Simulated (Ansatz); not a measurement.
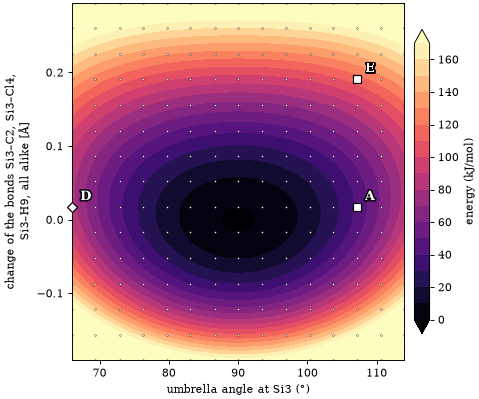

CH₅ClSi₂, SMILES [SiH3]C=[SiH]Cl. The first coordinate is: umbrella angle at Si3 (between each of its bonds and their common axis; 90 is planar); the second: change of the bonds Si3–C2, Si3–Cl4, Si3–H9, all alike. Nothing is relaxed (all other coordinates rigid). The grid has 15 × 15 points. Points are written as (first, second). Energies: kJ/mol, counted from the lowest grid point. These are results of RKS SPW92 (LDA)/def2-TZVP (Ansatz), not measurements.

In the figure: filled contours, dots at the grid points, one colour for all values above the top of the scale, lettered points. Between grid points the surface is interpolated.

Q: Is E the lowest point of the computed grid?

A: No. E lies 115 kJ/mol above the lowest grid point, which is at (90.0°, 0.017 Å).

Q: Rank the lettered points by energy, lowest first.

A: A (42 kJ/mol), D (84 kJ/mol), E (115 kJ/mol).
